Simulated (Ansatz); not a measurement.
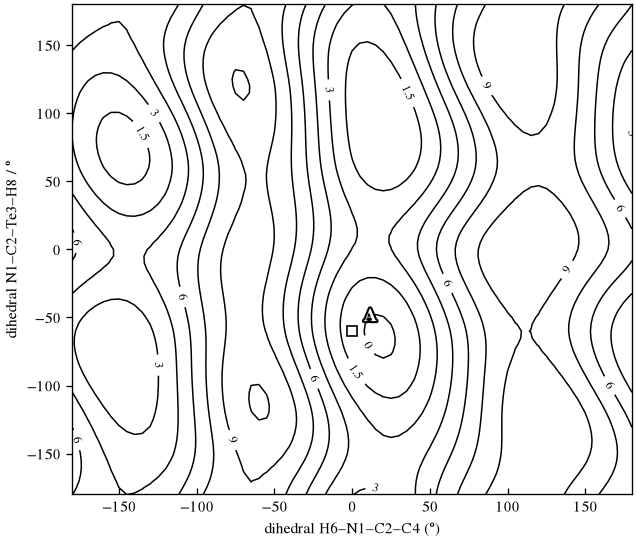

C2H4ClNTe, SMILES NC([TeH])=CCl. The first coordinate is: dihedral H6–N1–C2–C4; the second: dihedral N1–C2–Te3–H8. Nothing is relaxed (all other coordinates rigid). Grid: 12 × 12 points. Points are written as (first, second). Energies are in kcal/mol, from the relaxed molecule at the same level. The restricted reference is unstable at some or all points, so the energies there are unreliable. Method: RHF-MP2, frozen core/def2-SVP in Ansatz 0.2.0.

Drawn: contour lines labelled in kcal/mol, the point A. Between grid points the surface is interpolated.

Question: Which way does the force act at A, and how strong is it?

Answer: A, at (0°, −60°), is not a stationary point. The computed force is 0.1 kcal/mol for each degree towards larger values of dihedral H6–N1–C2–C4 and 0.0062 kcal/mol for each degree towards larger values of dihedral N1–C2–Te3–H8.
